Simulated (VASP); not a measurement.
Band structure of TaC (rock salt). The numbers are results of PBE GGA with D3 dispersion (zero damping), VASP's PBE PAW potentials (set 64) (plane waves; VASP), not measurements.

Unless said otherwise, spin-orbit coupling is left out, though it shifts the bands of the heavy elements here.

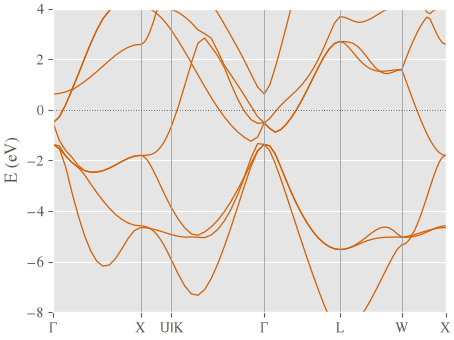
Fig. 1. Bands along high-symmetry lines, zero at the valence-band maximum or, without a gap, the Fermi level

### Question
Read the plot: is there a gap, and where are the band edges?

### Answer
It has no gap at this level: it comes out as a metal or semimetal. (Edges off the drawn lines would not show.)

The compound is TaC in the rock salt structure. It was relaxed first. The electron count is odd and the run is not spin-polarised, which forces a metal.
